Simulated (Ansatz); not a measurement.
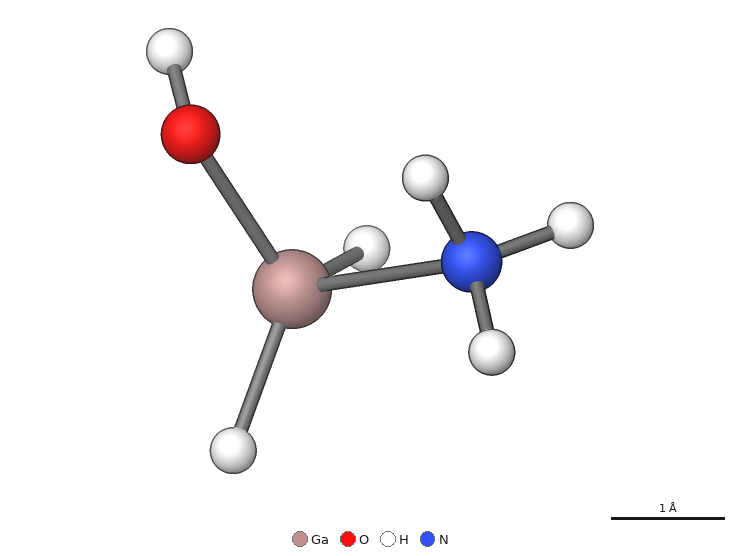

The picture shows a molecular structure as a ball-and-stick model. Every bond is drawn as one stick, whatever its order.

What does the picture show?

Formula GaH6NO. This geometry has C1 symmetry. Coordination, clear cases only: 1 O bent; 1 N tetrahedral.

The parts below concern this one geometry. Atoms keep their numbers from picture to picture. The computed structure is the end point of a PBE0-D4/def2-TZVP optimisation.

**Shape**

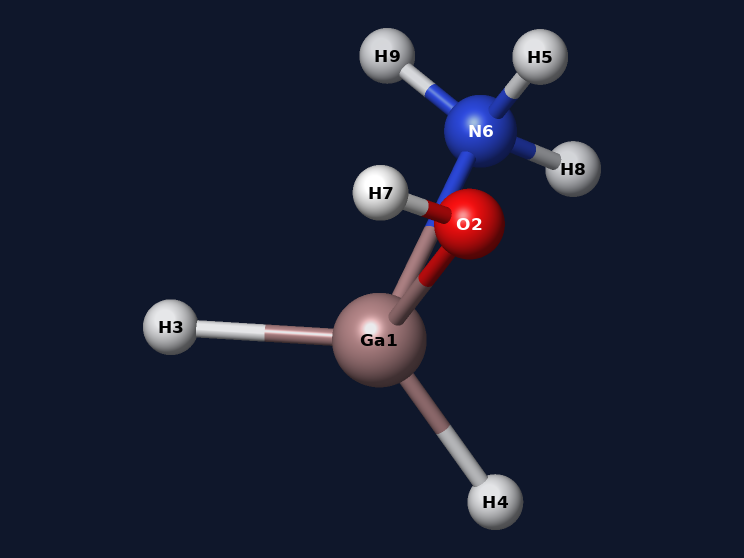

The atoms are numbered.

What are the angles O2–Ga1–H3, O2–Ga1–H4, O2–Ga1–N6, H3–Ga1–N6, H4–Ga1–N6, Ga1–O2–H7, Ga1–N6–H5, Ga1–N6–H8, Ga1–N6–H9?

```tsv
angle	degrees
O2–Ga1–H3	115.4
O2–Ga1–H4	114.2
O2–Ga1–N6	89.2
H3–Ga1–N6	103.9
H4–Ga1–N6	101.0
Ga1–O2–H7	113.5
Ga1–N6–H5	98.3
Ga1–N6–H8	115.3
Ga1–N6–H9	115.5
```

**Electronic properties**

Level of theory: RKS PBE0-D4/def2-TZVP (Ansatz 0.2.0).

> Give the dipole moment at this level.

4.40 D.

> What is the dispersion correction?

−11.2 kJ/mol.

**Vibrations**

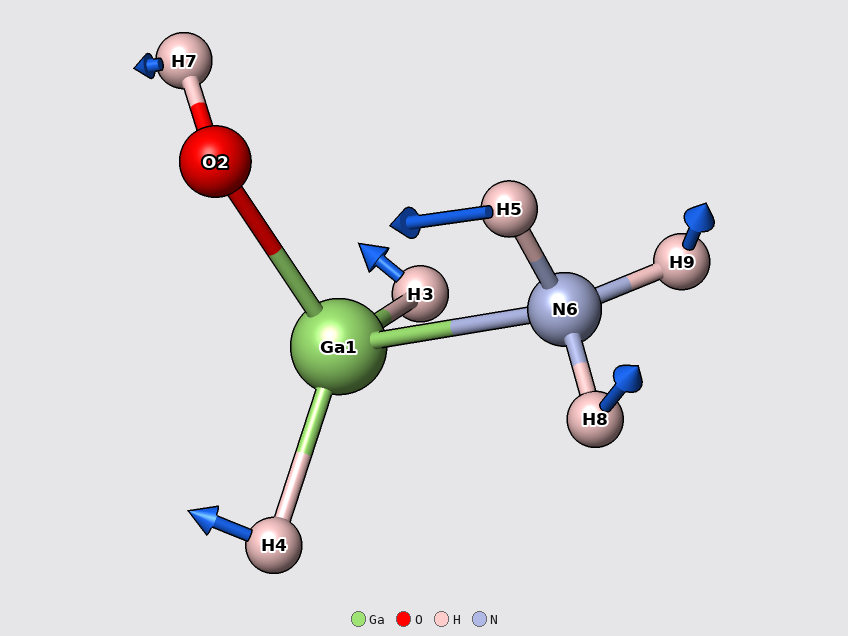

The arrows show one normal mode. Harmonic vibrations computed with RKS PBE0-D4/def2-TZVP (Ansatz 0.2.0) at a stationary point of the same level.

> What kind of motion is it?

Mostly Ga–N–H bending.

> At what wavenumber does it lie?

581 cm⁻¹; it is mode 7 of 21 counted from the lowest.

**Charges**

The questions are on Mulliken charges. Level of theory: RKS PBE0-D4/def2-TZVP (Ansatz 0.2.0).

Give the Mulliken charges atom by atom.

| atom | value (e) |
| --- | --- |
| Ga1 | 0.34 |
| O2 | −0.65 |
| H3 | −0.13 |
| H4 | −0.12 |
| H5 | 0.29 |
| N6 | −0.58 |
| H7 | 0.30 |
| H8 | 0.28 |
| H9 | 0.28 |

Mulliken values depend strongly on the basis set and can even reverse the polarity of a bond.
